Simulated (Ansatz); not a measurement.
Input file:

```
crystal:
  periodic: [false, false, false]
  atoms:
    - {symbol: Al, position_ang: [0.399299, -0.731542, 0.034662]}
    - {symbol: Cl, position_ang: [-1.629390, -0.017278, 1.118749]}
    - {symbol: F, position_ang: [-0.059314, -1.183833, -1.504934]}
    - {symbol: O, position_ang: [0.830072, 1.024602, 0.119272]}
    - {symbol: Si, position_ang: [-0.320627, 1.937445, 0.777276]}
    - {symbol: H, position_ang: [1.193720, -1.717603, 0.952997]}
basis:
  gaussian:
    orbitals: def2-TZVPD
hamiltonian:
  xc: {name: PBE0}
output: {forces: true, orbitals: {seedname: orbitals}}
```

Command:

```sh
ansatz run input.yaml --threads 1 --pin off --max-ram 2610MiB --events-out events.jsonl --progress --plain --runs-dir runs
```

Geometry: B3LYP-D3(BJ)/def2-SVP.

The calculation used isolated molecule in a Gaussian basis; Kohn-Sham density functional theory, functional PBE0 in Ansatz 0.2.0.

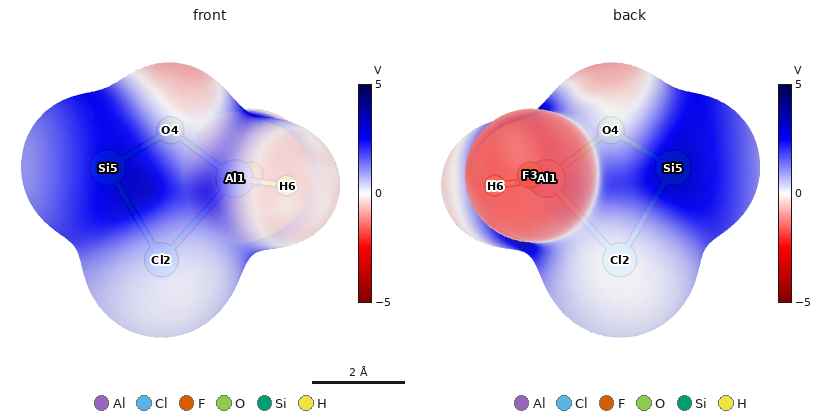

AlClFHOSi. The electrostatic potential painted on the density surface at 0.004 e/bohr³, seen from the front and from behind; the colour scale runs from red (negative) to blue (positive).

**Where is the surface potential most negative and most positive?**

The most negative region (about −1.7 V) lies over F3, the most positive (about +4.2 V) over Al1.

**What dipole moment does the calculation give?**

Its dipole moment is 3.57 D.
